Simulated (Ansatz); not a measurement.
**CH2N2 (SMILES N=C=N) at 6 levels**

We compute a comparison of 6 runs (B3LYP/6-31G*, HSE06/def2-TZVP, revPBE/def2-TZVP, wB97X/def2-TZVP, CCSD(T)/def2-TZVP) of CH2N2. 

The results are computed with Ansatz 0.2.0.

50 further runs of the same task are left out: 50 set aside as unsound or not needed.

**1. Starting point**

CH2N2 has 5 atoms, charge 0, and is taken as a singlet. As SMILES, `N=C=N`. The N1–H4 distance was set to 1.818 Å, away from the relaxed value. At this shape a bond of the SMILES string is far longer than usual.

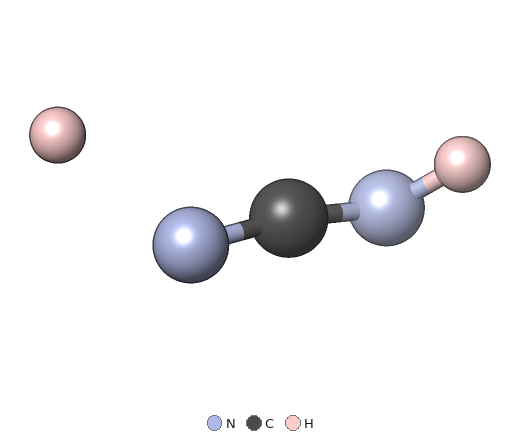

The structure, seen from a chosen angle (nitrogen light blue, carbon dark grey, hydrogen pink).

**2. A single-point energy at B3LYP/6-31G(d) (spherical functions) (run 1)**

File run.yaml:

```yaml
basis:
  gaussian: {orbitals: 6-31G_st_-spherical.json}
crystal:
  periodic: [false, false, false]
  atoms:
    - {symbol: "N", position_ang: [-0.787089, -0.852786, 0.146720]}
    - {symbol: C, position_ang: [0.427831, -0.795306, 0.106050]}
    - {symbol: "N", position_ang: [1.633241, -0.901566, -0.023260]}
    - {symbol: H, position_ang: [-1.767940, 0.622550, -0.262140]}
    - {symbol: H, position_ang: [2.237651, -0.695626, 0.759470]}
total_charge: 0
accuracy: high
hamiltonian: {xc: {name: B3LYP}}
output: {orbitals: {seedname: orbitals}}
```

The basis set 6-31G* is read from a file made from the Basis Set Exchange's data (not shown).

Started as:

```console
$ ansatz run run.yaml --threads 1 --pin off --max-ram 3480MiB --events-out events.jsonl --progress --plain --runs-dir runs
```

The log of the run:

```text
Warning: RAYON_NUM_THREADS=1 ignored (pool sized by the plan → 1); use --threads N
Functional definition: B3LYP
  name "B3LYP"
  parameter a0 = 0.2
  parameter ax = 0.72
  parameter ac = 0.81
  exchange = (1 - a0 - ax)*slater_x + ax*b88_x + a0*exact_x
  correlation = (1 - ac)*vwn_rpa_c + ac*lyp_c
989 factors; integrals over basis functions are off by at most 3.1e-9 eV
mean field evaluation 1: about -4036.0762 eV, gradient 5.7e1 eV
mean field evaluation 2: about -4018.2809 eV, gradient 9.0e1 eV
mean field evaluation 4: about -4044.2944 eV, gradient 1.6e1 eV
mean field evaluation 8: about -4044.8864 eV, gradient 5.1e-2 eV
mean field evaluation 16: about -4044.8822 eV, gradient 3.4e-6 eV
mean field -4044.88222133 eV, -148.6466799142 hartree, gradient 6.7e-8 eV, S^2 0.000000; 0 other end points of the search recorded, 0 dependent functions left out
reference -4044.88224992 eV, -148.6466809649 hartree; 11, 11 occupied and 35, 35 virtual orbitals, 989 factors
Total energy: -4044.88224992 eV, -148.6466809649 hartree
```

Wall time 1.4 s (1 thread of Arm Neoverse V2, shared host); peak memory 0.11 GiB.

**3. The energy at B3LYP/6-31G(d) (Cartesian functions) (run 2)**

File input.yaml:

```yaml
crystal:
  periodic: [false, false, false]
  atoms:
    - symbol: "N"
      position_ang: [-0.787089, -0.852786, 0.146720]
    - symbol: C
      position_ang: [0.427831, -0.795306, 0.106050]
    - symbol: N
      position_ang: [1.633241, -0.901566, -0.023260]
    - symbol: H
      position_ang: [-1.767940, 0.622550, -0.262140]
    - symbol: H
      position_ang: [2.237651, -0.695626, 0.759470]
basis:
  gaussian:
    orbitals: "6-31G*"
magnetization:
  spin_polarized: false
hamiltonian:
  xc: {name: B3LYP}
accuracy: high
output: {orbitals: {seedname: orbitals}}
```

Started as:

```console
$ ansatz run input.yaml --threads 1 --pin off --max-ram 3480MiB --events-out events.jsonl --progress --plain --runs-dir runs
```

The log of the run:

```text
Warning: RAYON_NUM_THREADS=1 ignored (pool sized by the plan → 1); use --threads N
Functional definition: B3LYP
  name "B3LYP"
  parameter a0 = 0.2
  parameter ax = 0.72
  parameter ac = 0.81
  exchange = (1 - a0 - ax)*slater_x + ax*b88_x + a0*exact_x
  correlation = (1 - ac)*vwn_rpa_c + ac*lyp_c
1004 factors; integrals over basis functions are off by at most 2.4e-9 eV
mean field evaluation 1: about -4036.1117 eV, gradient 5.8e1 eV
mean field evaluation 2: about -4018.1896 eV, gradient 9.2e1 eV
mean field evaluation 4: about -4044.3888 eV, gradient 1.6e1 eV
mean field evaluation 8: about -4044.9938 eV, gradient 5.4e-2 eV
mean field evaluation 16: about -4044.9925 eV, gradient 5.6e-6 eV
mean field -4044.99254273 eV, -148.6507341509 hartree, gradient 9.9e-8 eV, S^2 0.000000; 0 other end points of the search recorded, 0 dependent functions left out
reference -4044.99257126 eV, -148.6507351995 hartree; 11, 11 occupied and 38, 38 virtual orbitals, 1004 factors
Total energy: -4044.99257126 eV, -148.6507351995 hartree
```

Run time: 1.4 s. Hardware: 1 thread of Arm Neoverse V2, shared host; peak memory 0.12 GiB.

Runs 3 to 5 aren't shown in full; the table further down has their settings and results.

**4. A single-point energy at CCSD(T)/def2-TZVP (run 6)**

File job.yaml:

```yaml
crystal:
  periodic: [false, false, false]
  atoms:
    - {symbol: "N", position_ang: [-0.787089, -0.852786, 0.146720]}
    - {symbol: C, position_ang: [0.427831, -0.795306, 0.106050]}
    - {symbol: N, position_ang: [1.633241, -0.901566, -0.023260]}
    - {symbol: H, position_ang: [-1.767940, 0.622550, -0.262140]}
    - {symbol: H, position_ang: [2.237651, -0.695626, 0.759470]}
basis:
  gaussian: {orbitals: def2-TZVP}
correlation: {method: ccsd_t, frozen_orbitals: {C: 1, H: 0, "N": 1}}
scf: {omitted_lower_state_checks: [cluster_reference, increment]}
accuracy: high
```

Started as:

```console
$ ansatz run job.yaml --threads 1 --pin off --max-ram 3480MiB --events-out events.jsonl --progress --plain --runs-dir runs
```

The log of the run:

```text
Warning: RAYON_NUM_THREADS=1 ignored (pool sized by the plan → 1); use --threads N
[... 11 lines left out ...]
3 core orbitals not correlated: weight in the atoms' cores, before any rotation towards them, 1.000 or more for the frozen orbitals, at most 0.000 for the correlated occupied ones
[... 33 lines left out ...]
Total energy: -4038.59852544 eV, -148.4157583495 hartree
Checks for a lower state left out: cluster_reference, increment
```

Run time: 20 s. Hardware: 1 thread of Arm Neoverse V2, shared host; peak memory 0.83 GiB.

**5. Overview of the runs**

| run | level | Cartesian functions | frozen core orbitals | energy (Eh) | HOMO energy (eV) | LUMO energy (eV) | HOMO–LUMO gap (eV) | wall time |
| --- | --- | --- | --- | --- | --- | --- | --- | --- |
| 1 | B3LYP/6-31G* (spherical functions) | no | – | -148.646681 | -7.63 | -3.83 | 3.80 | 1.4 s |
| 2 | B3LYP/6-31G* (Cartesian functions) | yes | – | -148.650735 | -7.64 | -3.84 | 3.80 | 1.4 s |
| 3 | HSE06/def2-TZVP | no | – | -148.528468 | -7.71 | -4.29 | 3.42 | 4.2 s |
| 4 | revPBE/def2-TZVP | no | – | -148.691512 | -6.85 | -4.68 | 2.17 | 3.6 s |
| 5 | wB97X/def2-TZVP | no | – | -148.656094 | -10.25 | -1.91 | 8.35 | 14 s |
| 6 | CCSD(T)/def2-TZVP | no | 3 | -148.415758 | – | – | – | 20 s |

**6. What came out**

| quantity | value |
| --- | --- |
| run 6: total energy | -148.41576 Eh |
| run 6: correlation energy (3 core orbitals frozen) | -615.6 mEh |
| run 6: (T) correction | -35.85 mEh |
| run 6: T1 diagnostic | 0.022 |

What this shows: Over runs 1, 2, 3, 4, 5 the HOMO–LUMO gap runs from 2.17 eV (revPBE/def2-TZVP) to 8.35 eV (wB97X/def2-TZVP). Totals of different functionals can't be ranked against each other. In run 6 the log says that unrestricted orbitals would lower the reference, so the values rest on an unstable closed-shell determinant (other closed-shell runs at this shape may share the fault). In runs 1, 2, 3, 4, 5, 6 a closed-shell determinant meets a far-stretched bond, which it describes badly. All runs together took 46 s, the longest 20 s.
